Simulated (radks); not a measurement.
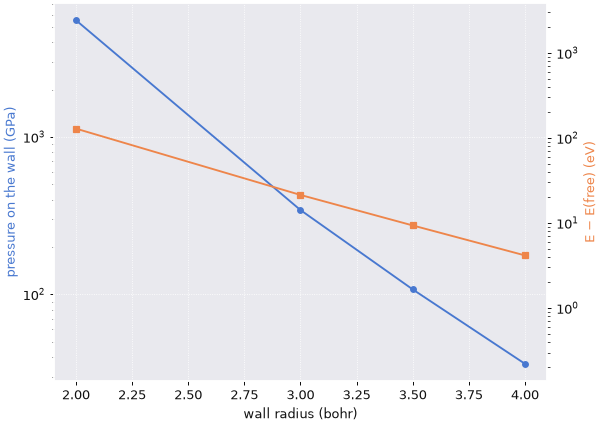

System: the silicon ion Si⁺, configuration [Ne] 3s2 3p1 (high spin). It is put inside a hard spherical wall of varying radius. Computed with the in-house radial solver radks: scalar-relativistic Kohn-Sham, LDA (Slater exchange, Perdew-Wang correlation), spin-polarised, spherical densities, point nucleus. The plot shows the pressure on the wall (left axis) and the energy above the free species (right axis).

> How do pressure and energy grow as the wall closes in?

The pressure grows from 36 GPa at 4 bohr through 110 GPa at 3.5 bohr to 5500 GPa at 2 bohr, and the energy above the free species from 4.16 eV through 9.37 eV to 129.0 eV. The pressure is −dE/dV with V = 4πR³/3.
